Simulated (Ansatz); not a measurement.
## PbS (rock salt), frozen-phonon scan

Relaxed PbS (rock salt):

```
CELL_PARAMETERS angstrom
      0.00000     6.00891     6.00891
      3.00445     0.00000     3.00445
      3.00445     3.00445     0.00000
ATOMIC_POSITIONS crystal
  S  0.00000 0.00000 0.00000
  S  0.50000 0.00000 0.00000
  Pb 0.25000 0.50000 0.50000
  Pb 0.75000 0.50000 0.50000
```

A phonon eigenvector at L = (0.5, 0.0, 0.0) is frozen into this cell: atom i moves by Q times the vector below, so Q is the largest atomic displacement, in Å. The cell is held. (q is in reciprocal vectors of the primitive cell; the cell shown is doubled to hold the pattern.)

```tsv
atom	x	y	z
Pb3	0.577	-0.577	-0.577
Pb4	-0.577	0.577	0.577
```

Atoms not listed stay in place.

Method: PBE (plane waves to 420 eV, PAW, scalar-relativistic; Ansatz, an electronic-structure program). k mesh 5×10×10 (Γ-centred), Fermi-Dirac smearing 0.05 eV. E stands for the smeared free energy. PbS was relaxed with its symmetry unable to fall. Spin-orbit coupling is left out, though Pb is heavy. ΔE is measured from the undisplaced structure.

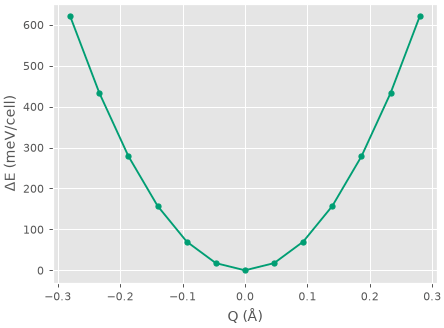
Figure. ΔE (meV/cell) against Q (Å); computed points joined by lines.

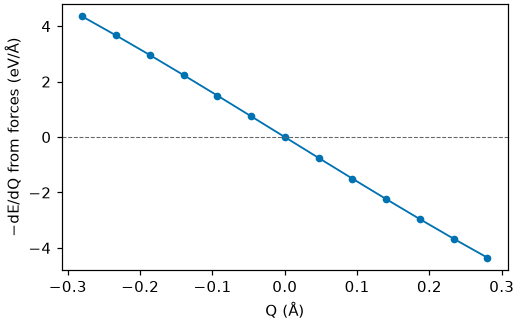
Figure. −dE/dQ from forces (eV/Å) against Q (Å); one marker a computed point.

The energy at Q = 0.280 Å comes out as 620 meV/cell. Harmonic wavenumber from the curvature (finite differences): 103 cm⁻¹. Wavenumber by perturbation theory (DFPT, on another k mesh): 103 cm⁻¹. Space group of the distorted cell: R-3m (No. 166), lowered from Fm-3m. Shape of the curve: a single well with its minimum at or next to zero displacement.

E″ = 16.12 eV/Å², M = Σ mᵢ|uᵢ|² = 414.4 u, ν̃ = 521.5·√(|E″|/M).

(A displaced cell: forces are minus the slopes of the energy, force constants its curvatures, and phonons follow from these.)
